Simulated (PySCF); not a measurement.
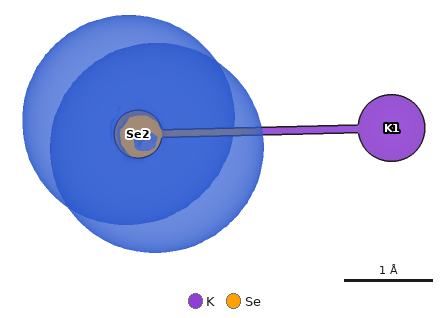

Figure 1: KSe (doublet). Isosurfaces of the spin density at +0.02 (blue) and −0.02 e/Å³ (red), seen from one side.

Theory: PBE0/pcseg-1, non-relativistic, at a bond length of 2.935 Å (PySCF).

Which atoms carry the spin?

The unpaired spin (1 electron) lies mostly on Se2 (about 1.0), in electrons by Hirshfeld's partition.
